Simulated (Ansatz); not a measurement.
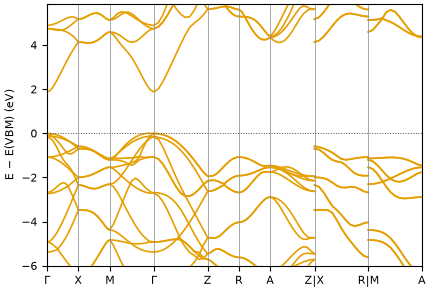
Figure: Band structure from the program Ansatz at the PBEsol level (PAW)

Q: Read off the gap and where the band edges lie.

A: About 1.9 eV (1.87 eV by a search for the band edges); maximum on the M–Γ line, 89 % of the way from M, minimum at Γ.

Q: Which compound is it?
A. AlGaAs2, P-4m2 (Ga on 1a, As on 2g, Al on 1c)
B. GaN, P4_2/mnm (Ga on 4g, N on 4f)
C. YSiNO2, P4/mmm (Y on 1b, Si on 1c, N on 1d, O on 2f)
D. BP, P4_2/mnm (B on 4f, P on 4g)

A: B, GaN, P4_2/mnm (Ga on 4g, N on 4f)

The start of the workflow was typed in or built on a structure type; neither database checked (COD, Materials Project) lists it. It is not the phase usual at ambient conditions (space group No. 186, 216). The cell was relaxed with PBEsol under the symmetry of its start; its stability against distortions is not shown here. Scalar-relativistic: spin–orbit coupling is off unless named, which matters more the heavier the elements.

Potentials: the earlier of the program's two PAW sets. The files were generated under PBE; for other functionals the program regenerates the frozen cores, and for LDA and PBEsol the local potential too.
